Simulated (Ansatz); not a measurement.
**[PO3]− (metaphosphate (po31-) (8ci,9ci)): CCSD/STO-3G**

Aim: the energy change on altering one bond length of [PO3]− (metaphosphate (po31-) (8ci,9ci)) at CCSD/STO-3G, from 2 runs. 

The calculation is run with Ansatz 0.2.0.

10 further runs of the same task are left out: 9 that didn't finish, 1 set aside as unsound or not needed.

### Step 1. The structure to begin with

[PO3]−: 4 atoms, total charge -1, spin state singlet. SMILES: `O=P(=O)[O-]`. The coordinates come from a GFN2-xTB relaxation.

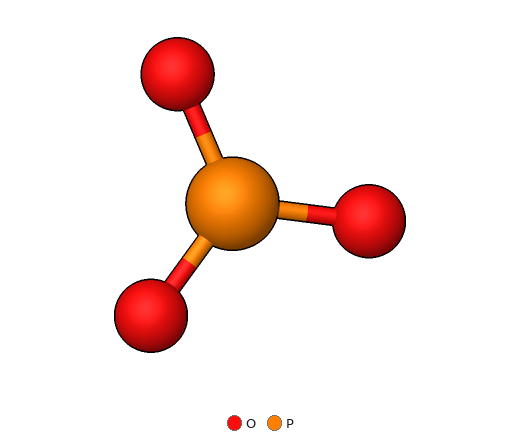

Viewed from a chosen angle; oxygen red, phosphorus orange.

### Step 2. The energy at CCSD/STO-3G

File input.yaml:

```yaml
crystal:
  periodic: [false, false, false]
  atoms:
    - {symbol: O, position_ang: [0.579960, -0.419440, -1.297400]}
    - {symbol: P, position_ang: [0.000330, 0.000460, -0.000130]}
    - {symbol: O, position_ang: [-1.057020, 1.037780, 0.038020]}
    - {symbol: O, position_ang: [0.476740, -0.618790, 1.259510]}
basis:
  gaussian:
    orbitals: STO-3G
total_charge: -1
correlation:
  method: ccsd
  frozen_orbitals: {O: 1, P: 5}
accuracy: high
scf:
  omitted_lower_state_checks: [cluster_reference, increment]
```

Command:

```sh
ansatz run input.yaml --threads 1 --pin off --max-ram 2610MiB --events-out events.jsonl --progress --plain --runs-dir runs
```

Standard output, cut to the lines that bear on the results:

```text
Warning: RAYON_NUM_THREADS=1 ignored (pool sized by the plan → 1); use --threads N
Functional definition: HF
  name "HF"
[...]
463 factors; integrals over basis functions are off by at most 2.3e-8 eV
[...]
mean field -15186.53702320 eV, -558.0949417981 hartree, gradient 9.1e-8 eV, S^2 0.000000; 0 other end points of the search recorded, 0 dependent functions left out
8 core orbitals not correlated: weight in the atoms' cores, before any rotation towards them, 1.000 or more for the frozen orbitals, at most 0.000 for the correlated occupied ones
reference -15186.53702320 eV, -558.0949417981 hartree; 12, 12 occupied and 4, 4 virtual orbitals, 463 factors
second order -4.94863313 eV of doubles, -0.00000000 eV of singles
cycle   1  -4.55463912 eV  change    3.9e-1 eV  update   1.5e-1
[...]
cycle  20  -5.06729338 eV  change  -1.5e-10 eV  update  9.8e-10
Total energy: -15191.60431658 eV, -558.2811613952 hartree
Checks for a lower state left out: cluster_reference, increment
```

It took 0.28 s on 1 thread of Arm Neoverse V1, shared host.

### Step 3. The distorted shape at the same level

File molecule.yaml:

```yaml
basis:
  gaussian:
    orbitals: STO-3G
crystal:
  periodic: [false, false, false]
  atoms:
    - symbol: O
      position_ang: [0.724858, -0.524408, -1.621696]
    - symbol: P
      position_ang: [0.000330, 0.000460, -0.000130]
    - symbol: O
      position_ang: [-1.057020, 1.037780, 0.038020]
    - symbol: O
      position_ang: [0.476740, -0.618790, 1.259510]
correlation:
  method: ccsd
  frozen_orbitals: {O: 1, P: 5}
scf:
  omitted_lower_state_checks: [cluster_reference, increment]
total_charge: -1
accuracy: high
```

Command:

```sh
ansatz run molecule.yaml --threads 1 --pin off --max-ram 2610MiB --events-out events.jsonl --progress --plain --runs-dir runs
```

Standard output, cut to the lines that bear on the results:

```text
Warning: RAYON_NUM_THREADS=1 ignored (pool sized by the plan → 1); use --threads N
[... 2 set-up lines as earlier in the session ...]
[...]
458 factors; integrals over basis functions are off by at most 2.6e-8 eV
[...]
mean field -15186.04063794 eV, -558.0766999761 hartree, gradient 2.8e-8 eV, S^2 0.000000; 1 other end points of the search recorded, 0 dependent functions left out; unrestricted orbitals would lower it
8 core orbitals not correlated: weight in the atoms' cores, before any rotation towards them, 1.000 or more for the frozen orbitals, at most 0.000 for the correlated occupied ones
reference -15186.04063794 eV, -558.0766999761 hartree; 12, 12 occupied and 4, 4 virtual orbitals, 458 factors
second order -4.94664452 eV of doubles, -0.00000000 eV of singles
cycle   1  -4.70942294 eV  change    2.4e-1 eV  update   1.6e-1
[...]
cycle  27  -5.43004785 eV  change   -1.1e-9 eV  update   2.3e-9
Total energy: -15191.47068579 eV, -558.2762505542 hartree
Checks for a lower state left out: cluster_reference, increment
```

Run time: 0.32 s. Hardware: 1 thread of Arm Neoverse V1, shared host.

### Step 4. Summary of results

Level: CCSD/STO-3G, 8 core orbitals frozen.

| quantity | value |
| --- | --- |
| first shape: total energy | -558.28116 Eh |
| first shape: correlation energy (8 core orbitals frozen) | -186.2 mEh |
| first shape: T1 diagnostic | 0.022 |
| distorted shape: total energy | -558.27625 Eh |
| distorted shape: correlation energy (8 core orbitals frozen) | -199.6 mEh |
| distorted shape: T1 diagnostic | 0.035 |
| energy change with the O1–P2 bond stretched from 1.482 to 1.852 Å | 0.134 eV |

In words: With the O1–P2 bond stretched from 1.482 to 1.852 Å the energy rises by 0.13 eV (12.9 kJ/mol). The first shape isn't relaxed at this level, so the change isn't measured from a minimum. The minimal basis adds a large error of its own. The T1 diagnostic (first shape) of 0.022 is above the customary mark for such species, so a single reference may not serve. The T1 diagnostic (distorted shape) of 0.035 is above the customary mark for such species, so a single reference may not serve. The restricted solution (distorted shape) is unstable to spin breaking: an unrestricted one lies lower.
